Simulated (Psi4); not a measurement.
# Single-point calculation of GaF (part 2 of 2)

Continued. System: GaF. Method: OMP2/def2-TZVPPD, RHF (Psi4 1.11). A bond length was changed on purpose from its optimised value.

Geometry of the input (Å):
```
F  0.0000  -0.0000  -2.1376
Ga -0.0000  0.0000  1.7929
```

### What the program printed, continued
```
  MP2_SOS_SCALE2                => (empty)
  MP2_SS_SCALE                  => (empty)
  MP2_TYPE                      => (empty)
  MP_TYPE                       => (empty)
  NAT_ORBS                      => FALSE           !
  NUM_FROZEN_DOCC               => 10              !
  NUM_FROZEN_UOCC               => (empty)
  NUM_GPUS                      => (empty)
  OCC_ORBS_PRINT                => (empty)
  OEPROP                        => (empty)
  OO_SCALE                      => (empty)
  OPT_METHOD                    => (empty)
  ORBITAL_OPTIMIZER_PACKAGE     => (empty)
  ORB_OPT                       => TRUE            !
  ORB_RESP_SOLVER               => (empty)
  ORTH_TYPE                     => (empty)
  PARENT_SYMMETRY               => (empty)
  PCG_BETA_TYPE                 => (empty)
  PCG_CONVERGENCE               => (empty)
  PCG_MAXITER                   => (empty)
  PCM                           => (empty)
  PE                            => (empty)
  PPL_TYPE                      => (empty)
  PRINT                         => (empty)
  PRINT_NOONS                   => (empty)
  PROPERTIES                    => (empty)
  PROPERTIES_ORIGIN             => (empty)
  PUREAM                        => TRUE            !
  QCHF                          => (empty)
  QC_MODULE                     => (empty)
  RAS1                          => (empty)
  RAS2                          => (empty)
  RAS3                          => (empty)
  RAS4                          => (empty)
  READ_SCF_3INDEX               => (empty)
  REGULARIZATION                => (empty)
  REG_PARAM                     => (empty)
  RELATIVISTIC                  => (empty)
  REMP_A                        => (empty)
  RESTRICTED_DOCC               => (empty)
  RESTRICTED_UOCC               => (empty)
  RMS_MOGRAD_CONVERGENCE        => (empty)
  R_CONVERGENCE                 => (empty)
  SCF_TYPE                      => PK              !
  SCREENING                     => (empty)
  SCS_TYPE                      => (empty)
  SOCC                          => (empty)
  SOS_TYPE                      => (empty)
  TRIPLES_IABC_TYPE             => (empty)
  WFN                           => (empty)
  WFN_TYPE                      => DF-OMP2         !
  WRITER_FILE_LABEL             => (empty)
  ZORA_BASIS_TOLERANCE          => (empty)
  ZORA_NR_DEBUG                 => (empty)
  ZORA_PRUNING_SCHEME           => (empty)
  ZORA_RADIAL_POINTS            => (empty)
  ZORA_SPHERICAL_POINTS         => (empty)

	Warning: cc_lambda option is changed to TRUE
	For this residual convergence, default PCG convergence is:     1.00e-07
	For this energy convergence, default RMS orbital gradient is:     3.16e-07
	For this energy convergence, default MAX orbital gradient is:     2.00e-06

 ==============================================================================
 ==============================================================================
 ==============================================================================

                      DF-OMP2 (DF-OO-MP2)

 ==============================================================================
 ==============================================================================
 ==============================================================================

	MO Hessian type is changed to 'HF'
	MO spaces...

	 FC   OCC   VIR   FV
	----------------------
	 10   10    74    0
	Number of basis functions in the DF-HF basis: 343
	Number of basis functions in the DF-CC basis: 267

	Minimum required memory for amplitudes:     12.53 MB

	Computing DF-MP2 energy using SCF MOs (Canonical DF-MP2)...
	=======================================================================
	Nuclear Repulsion Energy (a.u.)    :    37.56371915757429
	DF-HF Energy (a.u.)                : -2022.61678992083057
	REF Energy (a.u.)                  : -2022.61678992083057
	DF-MP2 Correlation Energy (a.u.)   :    -0.45695133904791
	DF-MP2 Total Energy (a.u.)         : -2023.07374125987849
	=======================================================================

	Number of independent-pairs: 1580

 ==============================================================================
 ================ Performing DF-OMP2 iterations... ============================
 ==============================================================================
	            Minimizing DF-MP2-L Functional
	            ------------------------------
 Iter       E_total           DE           RMS MO Grad      MAX MO Grad      RMS T2
 ----    ---------------    ----------     -----------      -----------     ----------
	successfully fired up coupled DIIS...
   1     -2023.0890713199     -1.53e-02       1.09e-03         1.86e-02        7.25e-05
   2     -2023.0916768321     -2.61e-03       6.33e-04         1.57e-02        4.63e-05
   3     -2023.0939622567     -2.29e-03       4.76e-04         8.02e-03        3.40e-05
   4     -2023.0951577302     -1.20e-03       3.49e-04         4.04e-03        1.46e-05
   5     -2023.0950610196      9.67e-05       3.31e-04         7.34e-03        1.06e-05
   6     -2023.0953191538     -2.58e-04       1.09e-04         2.20e-03        5.71e-06
   7     -2023.0954152680     -9.61e-05       7.74e-05         1.32e-03        6.07e-06
   8     -2023.0954680440     -5.28e-05       7.47e-05         1.37e-03        3.85e-06
   9     -2023.0955056325     -3.76e-05       4.35e-05         6.72e-04        2.00e-06
  10     -2023.0955171012     -1.15e-05       3.53e-05         5.06e-04        7.77e-07
[... 31 lines of further cycles ...]
  42     -2023.0955219847     -2.05e-10       3.29e-07         6.59e-06        2.27e-09
  43     -2023.0955219857     -9.65e-10       2.85e-07         5.85e-06        9.00e-10
  44     -2023.0955219867     -1.05e-09       2.33e-07         4.78e-06        3.06e-09
  45     -2023.0955219877     -9.29e-10       1.94e-07         3.47e-06        3.24e-09
  46     -2023.0955219878     -9.50e-11       1.65e-07         3.25e-06        3.34e-09
  47     -2023.0955219880     -2.11e-10       1.43e-07         2.89e-06        2.34e-09
  48     -2023.0955219882     -2.50e-10       1.22e-07         2.35e-06        8.64e-10
  49     -2023.0955219883     -1.13e-10       1.06e-07         2.01e-06        6.13e-10
  50     -2023.0955219884     -1.06e-10       9.29e-08         1.87e-06        7.75e-10
  51     -2023.0955219885     -5.23e-11       8.70e-08         1.85e-06        2.01e-10

 ==============================================================================
 ======================== DF-OMP2 ITERATIONS ARE CONVERGED ====================
 ==============================================================================

	Computing MP2 energy using optimized MOs...
	=======================================================================
	Nuclear Repulsion Energy (a.u.)    :    37.56371915757429
	DF-HF Energy (a.u.)                : -2022.61678992083057
	REF Energy (a.u.)                  : -2022.56970781233804
	DF-MP2 Correlation Energy (a.u.)   :    -0.47873206771305
	DF-MP2 Total Energy (a.u.)         : -2023.09552198854362
	=======================================================================

	=======================================================================
	================ DF-OMP2 FINAL RESULTS ================================
	=======================================================================
	Nuclear Repulsion Energy (a.u.)    :    37.56371915757429
	DF-HF Energy (a.u.)                : -2022.61678992083057
	REF Energy (a.u.)                  : -2022.56970781233804
	DF-OMP2 Correlation Energy (a.u.)  :    -0.47873206766849
	Edfomp2 - Eref (a.u.)              :    -0.52581417616102
	DF-OMP2 Total Energy (a.u.)        : -2023.09552198849906
	=======================================================================

	total time  =         77 seconds =       1.28 minutes
```

### Standard output
```
omp2 energy: -2023.0955219885 Eh
CURRENT CORRELATION ENERGY                         -0.4787320677
CURRENT ENERGY                                  -2023.0955219885
CURRENT REFERENCE ENERGY                        -2022.6167899208
DD SOLVATION ENERGY                                 0.0000000000
HF KINETIC ENERGY                                2022.3621021122
HF POTENTIAL ENERGY                             -4044.9788920330
HF TOTAL ENERGY                                 -2022.6167899208
HF VIRIAL RATIO                                     2.0001259358
MP2 CORRELATION ENERGY                             -0.4569513390
MP2 DOUBLES ENERGY                                 -0.4569513390
MP2 SINGLES ENERGY                                  0.0000000000
MP2 TOTAL ENERGY                                -2023.0737412599
NUCLEAR REPULSION ENERGY                           37.5637191576
OMP2 CORRELATION ENERGY                            -0.4787320677
OMP2 REFERENCE CORRECTION ENERGY                    0.0470821085
OMP2 TOTAL ENERGY                               -2023.0955219885
ONE-ELECTRON ENERGY                             -2897.7379110349
PCM POLARIZATION ENERGY                             0.0000000000
PE ENERGY                                           0.0000000000
SCF ITERATION ENERGY                            -2022.6167899208
SCF ITERATIONS                                     12.0000000000
SCF TOTAL ENERGY                                -2022.6167899208
SCS(N)-MP2 CORRELATION ENERGY                    2022.6167899208
SCS(N)-MP2 TOTAL ENERGY                             0.0000000000
SCS(N)-OMP2 CORRELATION ENERGY                   2022.6167899208
SCS(N)-OMP2 TOTAL ENERGY                            0.0000000000
SCS-MP2 CORRELATION ENERGY                       2022.6167899208
SCS-MP2 TOTAL ENERGY                                0.0000000000
SCS-OMP2 CORRELATION ENERGY                      2022.6167899208
SCS-OMP2 TOTAL ENERGY                               0.0000000000
SOS-MP2 CORRELATION ENERGY                       2022.6167899208
SOS-MP2 TOTAL ENERGY                                0.0000000000
SOS-OMP2 CORRELATION ENERGY                      2022.6167899208
SOS-OMP2 TOTAL ENERGY                               0.0000000000
TWO-ELECTRON ENERGY                               837.5574019565
```

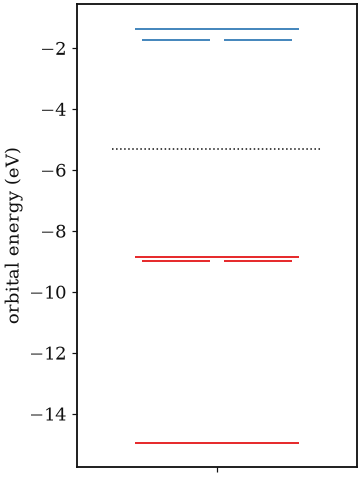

Figure 1. Orbital energies near the frontier (SCF reference); the dotted line parts filled from empty levels, and levels within 0.02 eV of each other stand side by side. Highest filled −8.87 eV, lowest empty −1.74 eV, 7.13 eV apart.

### Key numbers

| quantity | value |
| --- | --- |
| outcome | converged |
| total energy | −2023.095522 hartree |
| SCF energy | −2022.616790 hartree |
| MP2 energy | −2023.073741 hartree |
| correlation energy | −0.478732 hartree |
| basis functions | 94 |
| HOMO of the SCF reference | −8.87 eV |
| LUMO of the SCF reference | −1.74 eV |
| wall time | 83 s |
| peak memory | 0.37 GiB |
